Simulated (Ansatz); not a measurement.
# SnO: one crystal by all-electron and frozen-core methods

The same cell of SnO is computed with full-potential LAPW, PAW with frozen cores and datasets made for this crystal, to set the results side by side.

Method: DFT PBEsol, scalar-relativistic, in Ansatz 0.2.0.

## 1. Starting point

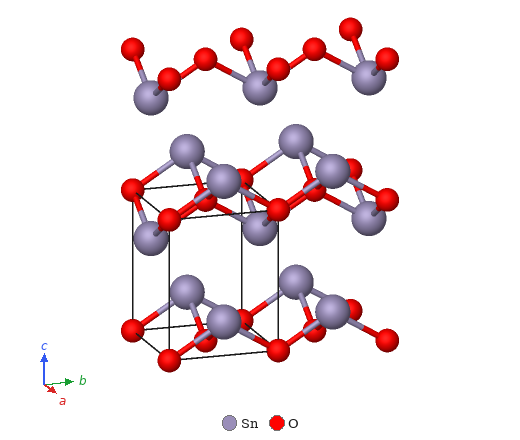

The starting structure, seen slightly off an axis (tin purple, oxygen red). 1×2×2 cells are drawn. Atoms on the faces are drawn again on the opposite ones.

Coordinates:

```xyz
4
Lattice="3.8020 0.0000 0.0000 0.0000 3.8020 0.0000 0.0000 0.0000 4.8360" Properties=species:S:1:pos:R:3 pbc="T T T"
Sn    0.0000    1.9010    1.1534
Sn    1.9010    0.0000    3.6826
O     0.0000    0.0000    0.0000
O     1.9010    1.9010    0.0000
```

The structure is an experimental refinement, used without relaxation.

Atoms are numbered in the order of the input: Sn1, Sn2, O3, O4.

## 2. Full-potential LAPW

File input.yaml:

```yaml
crystal:
  lattice:
    - [3.802, 0.0, 0.0]
    - [0.0, 3.802, 0.0]
    - [0.0, 0.0, 4.836]
  atoms:
    - { symbol: Sn, position: [0.0, 0.5, 0.2385] }
    - { symbol: Sn, position: [0.5, 0.0, 0.7615] }
    - { symbol: O, position: [0.0, 0.0, 0.0] }
    - { symbol: O, position: [0.5, 0.5, 0.0] }
kpoints:
  mp_grid: { grid: [8, 8, 6] }
  band_path:
    path:
      - [0.0, 0.0, 0.0]
      - [0.0, 0.5, 0.0]
      - [0.5, 0.5, 0.0]
      - [0.0, 0.0, 0.0]
      - [0.0, 0.0, 0.5]
      - [0.0, 0.5, 0.5]
      - [0.5, 0.5, 0.5]
      - [0.0, 0.0, 0.5]
      - [0.0, 0.5, 0.0]
    npoints: 14
scf:
  occupations: { method: fermi_dirac, width: 0.01 }
hamiltonian:
  xc: pbesol
  pseudopotentials: { kind: all_electron, lapw: { basis_error: 0.001 } }
output:
  forces: true
  stress: true
  eigenvalues: true
  populations: true
  dos: { projected: true, de: 0.2, e_range: [-14, 8] }
```

The run is started by

```console
$ ansatz run input.yaml --threads 1 --pin off --max-ram 6144MiB --backend cpu --events-out ev --progress --plain --runs-dir out
```

What it wrote:

```text
Sn: projections on atomic orbitals take those of the free atom 1s2 2s2 2p6 3s2 3p6 3d10 4s2 4p6 4d10 5s2 5p2, of charge +0.00 (hamiltonian.pseudopotentials.projection_atoms)
O: projections on atomic orbitals take those of the free atom 1s2 2s2 2p4, of charge +0.00 (hamiltonian.pseudopotentials.projection_atoms)
LAPW: plane waves up to 9.523 Å⁻¹, error target 1.0e-3 eV per atom; small_component_spin mean_spin; O in spheres of 0.986 Å, 8 of its electrons in bands, Dirac shells []; Sn in spheres of 1.238 Å, 22 of its electrons in bands, Dirac shells []
Engine: ansatz 0.2.0
Pseudopotentials: kind: all_electron
Pseudopotential: Sn, LAPW, valence charge 22, Koelling and Harmon's equation, gaussian nucleus
Pseudopotential: O, LAPW, valence charge 8, Koelling and Harmon's equation, gaussian nucleus
Functional definition: PBEsol
  exchange = pbesol_x
  correlation = pbesol_c
Crystal: 4 atoms, lattice volume = 69.905 Å³
Basis set: ecut = 345.51161559148807 eV, 1019 PW (Γ), exchange–correlation at level 2
Bands: 36, of which v1, the nominal top of the filled ones, is band 30 counted from 1 (29 counted from 0)
Symmetry: 16 space group operations
Space group: P4/nmm (ITA 129), of the structure as read, at distance tolerance 4.1e-5 Å
k-points: 60 of 384
Non-local potential: Sn, projectors of the file, none
Non-local potential: O, projectors of the file, none
Initial density: superposition of atomic densities (chi_scale 0.1, normalization cell, long waves kept (reshape's long-wave potential 0.21 eV rms))
Initial wavefunctions: plane waves of lowest kinetic energy (no species holds an atomic orbital)
Functional: x = pbesol(κ = 0.804, μ = 0.12345679012345678), c = pbesol(β = 0.046)
iter 1 solved again at ethr=1.17e-2 eV; its pass at ethr=1.00e-1 eV (dr2=7.00e0 eV) is discarded
SCF iter   1: F=—  HF=-340117.229511 eV  |F-HF|=—  |Δ(HF+E_count)|=         —  Δρ=8.48e-2  dr2=7.00e0  ethr=1.17e-2  ⟨swp⟩=2.0  Hψ=14000  notcnv=0
preconditioner: auto → Resta (q_TF=auto, 2.660 Å⁻¹)  ε∞=3.1  [insulator: Δε(μ)=0.982 eV  Ē_g=19.260 eV  σ=0.010 eV  W_gap=1.00  n_scr=20 (ndim 8)  ℏωp=28.1 eV  f_vac=0.013  D(μ)=0.00/eV (n_scr^D=0)  ε∞_Penn≈3.1]
iter 2 solved again at ethr=7.28e-4 eV; its pass at ethr=1.17e-2 eV (dr2=4.37e-1 eV) is discarded
SCF iter   2: F=—  HF=-340114.511084 eV  |F-HF|=—  |Δ(HF+E_count)|=    2.72e0  Δρ=2.31e-2  dr2=4.37e-1  ethr=7.28e-4  ⟨swp⟩=2.0  Hψ=11691  notcnv=0
SCF iter   3: F=—  HF=-340113.886341 eV  |F-HF|=—  |Δ(HF+E_count)|=   6.25e-1  Δρ=2.01e-2  dr2=3.76e-1  ethr=7.28e-4  ⟨swp⟩=3.0  Hψ=7251  notcnv=0
SCF iter   4: F=—  HF=-340113.837296 eV  |F-HF|=—  |Δ(HF+E_count)|=         —  Δρ=5.22e-3  dr2=3.61e-2  ethr=6.27e-4  ⟨swp⟩=3.0  Hψ=6589  notcnv=0
the basis was enlarged: its passes take 624.0 KiB over the memory plan, 1 of 1 planned eigensolver slots
SCF iter   5: F=—  HF=-340113.826386 eV  |F-HF|=—  |Δ(HF+E_count)|=   1.09e-2  Δρ=2.76e-3  dr2=8.64e-3  ethr=6.01e-5  ⟨swp⟩=2.0  Hψ=6482  notcnv=0
SCF iter   6: F=—  HF=-340113.822766 eV  |F-HF|=—  |Δ(HF+E_count)|=   3.62e-3  Δρ=3.96e-4  dr2=1.55e-4  ethr=1.44e-5  ⟨swp⟩=2.6  Hψ=6561  notcnv=0
SCF iter   7: F=—  HF=-340113.822758 eV  |F-HF|=—  |Δ(HF+E_count)|=   7.98e-6  Δρ=2.21e-4  dr2=5.07e-5  ethr=2.59e-7  ⟨swp⟩=2.1  Hψ=6130  notcnv=0
SCF iter   8: F=—  HF=-340113.822752 eV  |F-HF|=—  |Δ(HF+E_count)|=   5.60e-6  Δρ=6.92e-5  dr2=4.55e-6  ethr=8.45e-8  ⟨swp⟩=2.8  Hψ=6279  notcnv=0
SCF iter   9: F=—  HF=-340113.822753 eV  |F-HF|=—  |Δ(HF+E_count)|=   6.09e-7  Δρ=2.67e-5  dr2=8.44e-7  ethr=7.59e-9  ⟨swp⟩=3.0  Hψ=6258  notcnv=0
SCF iter  10: F=-340113.822753 eV  HF=-340113.822753 eV  |F-HF|=3.78e-9  |Δ(HF+E_count)|=   3.38e-8  Δρ=2.89e-6  dr2=8.24e-9  ethr=1.41e-9  ⟨swp⟩=3.0  Hψ=6250  notcnv=0
SCF 1 converged in 10 iterations: F = -340113.822753 eV  dr2 = 8.24e-9
NSCF: frozen V_eff on 113 k-points
SCF converged after 10 iterations
Free energy (F): -340113.822753 eV
Harris-Foulkes:  -340113.822753 eV  (|F-HF|=3.78e-9)
Internal energy: -340113.822541 eV  (E = F + TS)
E sigma→0 (E₀):  -340113.822647 eV
Entropy (-TS):   -0.000212 eV (-0.053 meV/atom)
Fermi energy:    12.180463 eV
--- Per-component energies (eV) ---
  E_band       = -3408.870105
  E_kinetic    = 357457.003060
  E_xc         = -9296.891224
  E_electrostatic = -688273.934376  (all electrons and nuclei)
  E_smearing   = -0.000212  (= −TS)
  E_closure    = 0.000000  (closes the sum)
  E_atoms      = -340089.634806  (free atoms, spherical and without spin; not in F)
  Σ components = -340113.822753   (vs F -340113.822753, Δ=0.00e0)
  Basis errors (estimates in eV, not in F): energy 4.4e-4 per atom: plane waves 4.0e-4 (2.4e-4 summed), levels above the bands 2.4e-289, relativity 4.7e-8, radial functions 4.1e-5, core shells 1.6e-6; eigenvalues (radial functions only) 4.3e-6; not estimated: angular momenta, meshes, grids; target (lapw.basis_error) 1.0e-3; muffin-tin radii O 0.986 Å, Sn 1.238 Å
--- Forces (eV/Å), atoms counted from 1 ---
  atom   1  Sn     0.00000000     0.00000000     0.06332858
  atom   2  Sn     0.00000000     0.00000000    -0.06332858
  atom   3  O      0.00000000     0.00000000     0.00000000
  atom   4  O      0.00000000     0.00000000    -0.00000000
  max |Σ_I F_I| component: 2.60e-18 eV/Å
--- Stress (GPa, compression-positive) ---
        0.040055       0.000000       0.000000
        0.000000       0.040055       0.000000
        0.000000       0.000000      -0.368034
  P = ⅓ Tr σ = -0.0960 GPa (-0.960 kbar)
--- Band table (eV; the first three rows and the last of 60) ---
  k-point 0: bands = ["-492.5346", "-492.5346", "-117.0663", "-117.0662", "-72.9216", "-72.9216", "-72.9211", "-72.9211", "-72.8797", "-72.8788", "-9.7776", "-9.3344", "-9.3344", "-9.3318", "-9.2836", "-9.2774", "-9.2261", "-9.2251", "-9.2031", "-9.2031", "-8.0233", "-5.2943", "4.4455", "5.4234", "5.8496", "5.8496", "8.6750", "8.9939", "8.9939", "12.1774", "14.2555", "16.4785", "16.8220", "16.8220", "17.8385", "17.8385"]
  k-point 1: bands = ["-492.5346", "-492.5346", "-117.0662", "-117.0662", "-72.9216", "-72.9216", "-72.9211", "-72.9211", "-72.8796", "-72.8788", "-9.7733", "-9.3361", "-9.3279", "-9.3279", "-9.2803", "-9.2739", "-9.2293", "-9.2285", "-9.2103", "-9.2103", "-8.0136", "-5.2945", "3.7739", "5.8780", "5.8780", "6.3781", "8.6572", "8.9901", "8.9901", "11.9299", "13.9377", "16.0770", "16.0770", "16.5598", "18.7441", "18.7441"]
  k-point 2: bands = ["-492.5346", "-492.5346", "-117.0662", "-117.0662", "-72.9215", "-72.9215", "-72.9212", "-72.9212", "-72.8795", "-72.8790", "-9.7645", "-9.3450", "-9.3120", "-9.3120", "-9.2722", "-9.2642", "-9.2379", "-9.2375", "-9.2280", "-9.2280", "-7.9939", "-5.2948", "3.1304", "5.9365", "5.9365", "7.8432", "8.6222", "8.9816", "8.9816", "10.9975", "13.7580", "15.3385", "15.3385", "16.1313", "19.4263", "19.8366"]
  k-point 59: bands = ["-492.5346", "-492.5346", "-117.0662", "-117.0662", "-72.9218", "-72.9218", "-72.9214", "-72.9214", "-72.8792", "-72.8792", "-9.6960", "-9.6960", "-9.2940", "-9.2940", "-9.2655", "-9.2655", "-9.2383", "-9.2383", "-9.1998", "-9.1998", "-6.2018", "-6.2018", "3.1143", "3.1143", "6.5186", "6.5186", "9.4463", "9.4463", "9.6632", "9.6632", "14.4695", "14.4695", "16.1632", "16.1632", "17.7385", "17.7385"]
--- Löwdin populations: 4 sites ---
  site symbol       q [e]
     0     Sn     49.2287
     1     Sn     49.2287
     2      O      8.7064
     3      O      8.7064
  spilling = 0.001120 (of n_electrons = 116.000000)
```

Wall time 95 s (1 thread of Arm Neoverse V2, shared host); peak memory 0.62 GiB.

Result: pressure -0.10 GPa; no gap; largest force 0.063 eV/Å.

Levels at the path's labelled points, in eV from the Fermi level:

```tsv
point	band 27	band 28	band 29	band 30	band 31	band 32	band 33
Γ	-3.51	-3.19	-3.19	0.00	2.08	4.30	4.64
X	-4.89	-4.89	-2.76	-2.76	3.15	3.15	5.88
M	-2.52	-2.52	-1.92	-1.92	0.00	0.00	4.36
Γ	-3.51	-3.19	-3.19	0.00	2.08	4.30	4.64
Z	-3.20	-3.20	-3.14	-2.26	1.63	2.89	2.89
R	-4.85	-4.85	-1.77	-1.77	2.54	2.54	5.38
A	-2.73	-2.73	-2.52	-2.52	2.29	2.29	3.98
Z	-3.20	-3.20	-3.14	-2.26	1.63	2.89	2.89
X	-4.89	-4.89	-2.76	-2.76	3.15	3.15	5.88
```

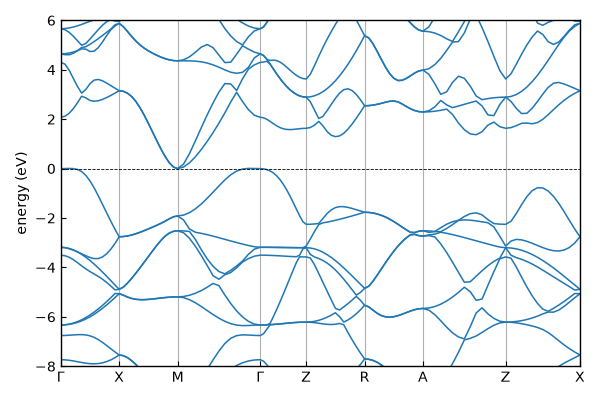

Bands along the path, counted from its Fermi level.

States per cell, counted by energy window (eV from the Fermi level, on a grid of 0.20 eV):

```tsv
from	to	total	O 2p	Sn 5p	Sn 5s
-10	-9	0.02	0.01	0.00	0.01
-9	-8	2.08	0.98	0.10	0.96
-8	-7	1.11	0.51	0.06	0.48
-7	-6	1.43	0.81	0.33	0.22
-6	-5	2.91	2.03	0.63	0.17
-5	-4	1.80	1.43	0.27	0.04
-4	-3	2.36	1.87	0.35	0.08
-3	-2	2.54	1.53	0.56	0.41
-2	-1	1.29	0.45	0.36	0.45
-1	0	0.45	0.17	0.08	0.19
0	1	0.11	0.01	0.07	0.01
1	2	0.88	0.11	0.57	0.06
2	3	2.16	0.37	1.24	0.27
3	4	1.66	0.29	0.99	0.24
4	5	1.67	0.24	1.04	0.08
```

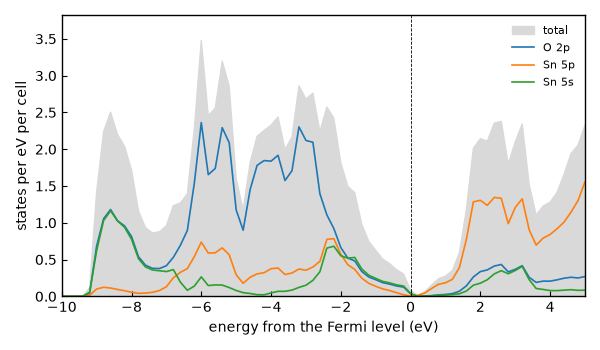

Density of states, total and projected.

## 3. PAW with frozen cores

input.yaml, as its differences from that of step 2:

```diff
@@ -28,3 +28,3 @@
   xc: pbesol
-  pseudopotentials: { kind: all_electron, lapw: { basis_error: 0.001 } }
+  pseudopotentials: { kind: paw }
 output:
@@ -33,3 +33,9 @@
   eigenvalues: true
+  efg: { contact_densities: true }
   populations: true
+  bader: true
   dos: { projected: true, de: 0.2, e_range: [-14, 8] }
+  write_density: true
+  write_potential: true
+  elf: true
+  volumetric_format: npy
```

The run is started by

```console
$ ansatz run input.yaml --threads 1 --pin off --max-ram 6144MiB --backend cpu --events-out ev --progress --plain --runs-dir out
```

What it wrote (excerpt; [...] marks lines left out):

```text
Sn: output.efg is read without spin–orbit coupling, which moves field gradients at and beside such atoms by some per cent and up to a factor of two; PAW files take it under magnetization.noncollinear and magnetization.spin_orbit
[...]
Pseudopotentials: kind: paw
Pseudopotential: Sn, paw, valence charge 14, recommended cutoff 420 eV (normal)
Pseudopotential: O, paw, valence charge 6, recommended cutoff 420 eV (normal)
Functional definition: PBEsol
[...]
Crystal: 4 atoms, lattice volume = 69.905 Å³
Basis set: ecut = 420 eV, 1361 PW (Γ), exchange–correlation on 54×54×72 points (8 copies of the dense FFT grid, shifted against one another)
Bands: 24, of which v1, the nominal top of the filled ones, is band 20 counted from 1 (19 counted from 0)
Symmetry: 16 space group operations
Space group: P4/nmm (ITA 129), of the structure as read, at distance tolerance 4.1e-5 Å
k-points: 60 of 384
[...]
  atom   2  Sn V_zz =   -17.003988   η = 0.0000   by run symmetry: allowed
            electrostatic potential = -8172.949023 V   contact ρ = 1234634.454974 e/Å³
  atom   3  O  V_zz =    +0.228876   η = 0.0000   by run symmetry: allowed
            electrostatic potential = -625.109577 V   contact ρ = 2145.647461 e/Å³
  atom   4  O  V_zz =    +0.228876   η = 0.0000   by run symmetry: allowed
            electrostatic potential = -625.109577 V   contact ρ = 2145.647461 e/Å³
--- Band table (eV; the first three rows and the last of 60) ---
[... band rows left out ...]
[...]
--- Löwdin populations: 4 sites ---
  site symbol       q [e]
     0     Sn     13.1894
     1     Sn     13.1894
     2      O      6.7391
     3      O      6.7391
  spilling = 0.003572 (of n_electrons = 40.000000)
--- Bader charges: 4 sites ---
  site symbol  charge [e]  shift [e]
     0     Sn      1.2566     0.0028
     1     Sn      1.2566     0.0028
     2      O     -1.2566     0.0028
     3      O     -1.2566     0.0028
  estimated error of the sums over rays = 4.4e-4 e
```

It took 39 s on 1 thread of Arm Neoverse V2, shared host; peak memory 0.41 GiB.

Read from it: pressure -0.07 GPa; no gap; largest force 0.067 eV/Å; Vzz Sn1 -17.00 (η = 0.00), O3 0.23 (η = 0.00) (10²¹ V/m²).

```tsv
atom	Bader charge (e)	basin volume (Å³)
Sn1	+1.26	22.03
O3	-1.26	12.92
```

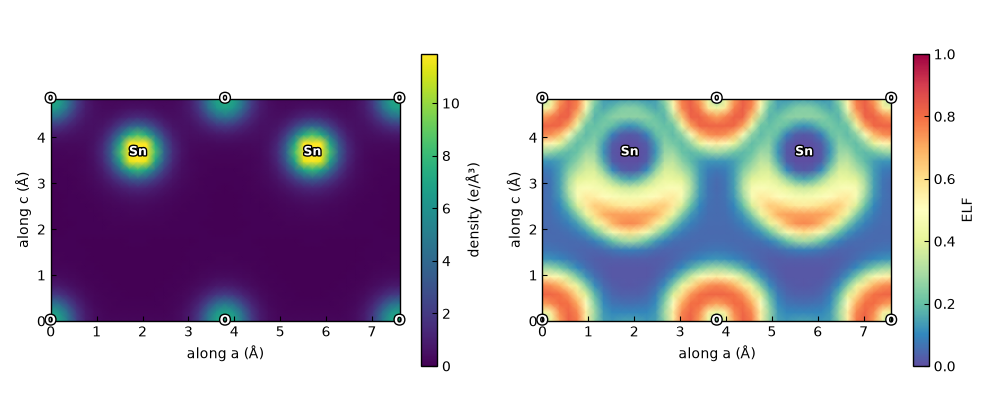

Density (left) and ELF (right) in a lattice plane of the grid's cell (edges 3.80 and 4.84 Å, at 0.000 of the third edge), which holds Sn and O. Only atoms in the plane are labelled; the density scale stops at 11.87 e/Å³. Both are smooth fields of the valence electrons: close to the nuclei they are not physical.

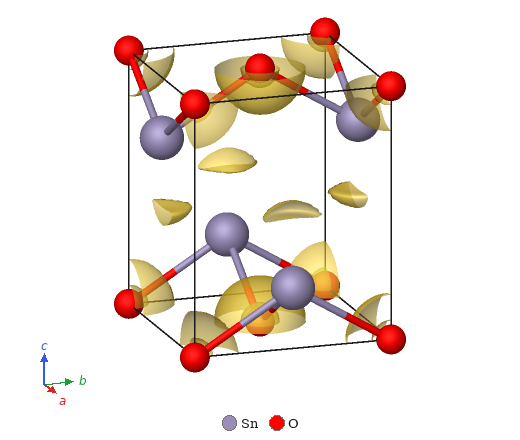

Surface of ELF = 0.69, drawn in one cell.

Outside the cores ELF peaks at 0.83 in the shell around O, 0.6 Å from O; 0.75 beside Sn, off the lines to its neighbours, 1.6 Å from Sn.

## 4. Datasets made for this crystal

input.yaml, as its differences from that of step 3:

```diff
@@ -23,3 +23,3 @@
       - [0.0, 0.5, 0.0]
-    npoints: 14
+    npoints: 8
 scf:
@@ -28,3 +28,3 @@
   xc: pbesol
-  pseudopotentials: { kind: paw }
+  pseudopotentials: { kind: all_electron, datasets: crystal }
 output:
@@ -34,8 +34 @@
   efg: { contact_densities: true }
-  populations: true
-  bader: true
-  dos: { projected: true, de: 0.2, e_range: [-14, 8] }
-  write_density: true
-  write_potential: true
-  elf: true
-  volumetric_format: npy
```

The run is started by

```console
$ ansatz run input.yaml --threads 1 --pin off --max-ram 6144MiB --backend cpu --events-out ev --progress --plain --runs-dir out
```

What it wrote (excerpt; [...] marks lines left out):

```text
[...]
Sn: output.efg is read without spin–orbit coupling, which moves field gradients at and beside such atoms by some per cent and up to a factor of two; PAW files take it under magnetization.noncollinear and magnetization.spin_orbit
[...]
Pseudopotentials: kind: all_electron
Pseudopotential: Sn, paw, valence charge 22, recommended cutoff 360 eV (normal), Koelling and Harmon's equation, gaussian nucleus
Pseudopotential: O, paw, valence charge 6, recommended cutoff 360 eV (normal), Koelling and Harmon's equation, gaussian nucleus
Functional definition: PBEsol
[...]
Crystal: 4 atoms, lattice volume = 69.905 Å³
Basis set: ecut = 360 eV, 1067 PW (Γ), exchange–correlation on 48×48×60 points (8 copies of the dense FFT grid, shifted against one another)
Bands: 24, of which v1, the nominal top of the filled ones, is band 20 counted from 1 (19 counted from 0)
Symmetry: 16 space group operations
[...]
        0.000000       0.037773       0.000000
        0.000000       0.000000      -0.369441
  P = ⅓ Tr σ = -0.0980 GPa (-0.980 kbar)
  It holds what live shells' own plane waves past their cutoff add
--- PAW observables at the nuclei: V_zz in 10²¹ V/m², potentials from the cell's mean, atoms counted from 1 ---
  atom   1  Sn V_zz =   -16.875541   η = 0.0000   by run symmetry: allowed
            electrostatic potential = -8170.933500 V   contact ρ = 1234534.292696 e/Å³
  atom   2  Sn V_zz =   -16.875541   η = 0.0000   by run symmetry: allowed
            electrostatic potential = -8170.933500 V   contact ρ = 1234534.292696 e/Å³
  atom   3  O  V_zz =    +0.240711   η = 0.0000   by run symmetry: allowed
            electrostatic potential = -624.325680 V   contact ρ = 2146.159218 e/Å³
  atom   4  O  V_zz =    +0.240711   η = 0.0000   by run symmetry: allowed
            electrostatic potential = -624.325680 V   contact ρ = 2146.159218 e/Å³
--- Band table (eV; the first three rows and the last of 60) ---
[... band rows left out ...]
[...]
```

Wall time 41 s (1 thread of Arm Neoverse V2, shared host); peak memory 0.75 GiB.

Read from it: pressure -0.10 GPa; no gap; largest force 0.064 eV/Å; Vzz Sn1 -16.88 (η = 0.00), O3 0.24 (η = 0.00) (10²¹ V/m²).

```tsv
atom	contact density (e/Å³)
Sn1	1234534
O3	2146.159
```

## 5. Comparison

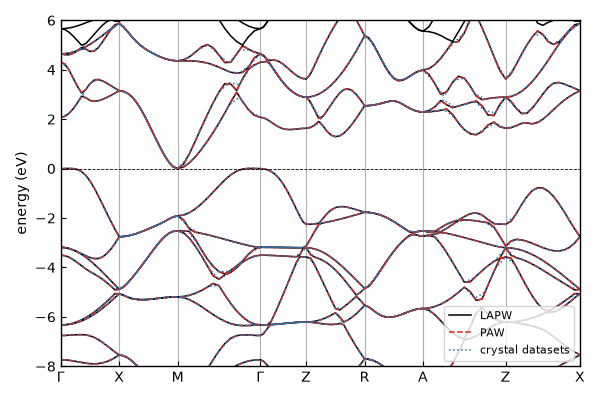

Bands of 3 runs (LAPW; PAW; crystal datasets) drawn together, counted from each run's Fermi level.

| method | pressure (GPa) | largest force (eV/Å) | Vzz Sn1 (10²¹ V/m²) | Vzz O3 (10²¹ V/m²) | SCF cycles, all passes |
| --- | --- | --- | --- | --- | --- |
| LAPW | -0.10 | 0.063 | – | – | 10 |
| PAW | -0.07 | 0.067 | -17.00 | 0.23 | 6 |
| crystal datasets | -0.10 | 0.064 | -16.88 | 0.24 | 10 |

## 6. Outcome

| quantity | value |
| --- | --- |
| pressure | LAPW -0.10, PAW -0.07, crystal datasets -0.10 GPa |
| gap (LAPW) | none |
| largest force | LAPW 0.063, PAW 0.067, crystal datasets 0.064 eV/Å |
| Bader charges (PAW) | Sn1 +1.26, O3 -1.26 e |
| highest ELF (PAW) | 0.83, 0.60 Å from O |

What this shows: The pressure is within half a GPa of zero, so the volume is close to equilibrium at this level. Bands reach the Fermi level, so no gap opens at this level of theory, which can close a small real gap. Within 0.3 eV of the Fermi level the largest projected share is Sn 5s (47 %). The projection holds only the free atom's occupied shells (Sn 5s, Sn 5p, O 2s, O 2p in this range). The field gradient at Sn1, the largest by crystal datasets, is -17.00 by PAW and -16.88 by crystal datasets (10²¹ V/m²), within 5 %. No spin–orbit coupling: at heavy atoms the gradients can be off by tens of per cent for that reason. In pressure, PAW differs from LAPW by +0.03 GPa. The forces differ by at most 4 meV/Å in a component, on a largest force of 0.063 eV/Å. LAPW took about 2.4 times as long as PAW (95 s against 39 s, on a shared host and with the outputs that each input asks for).
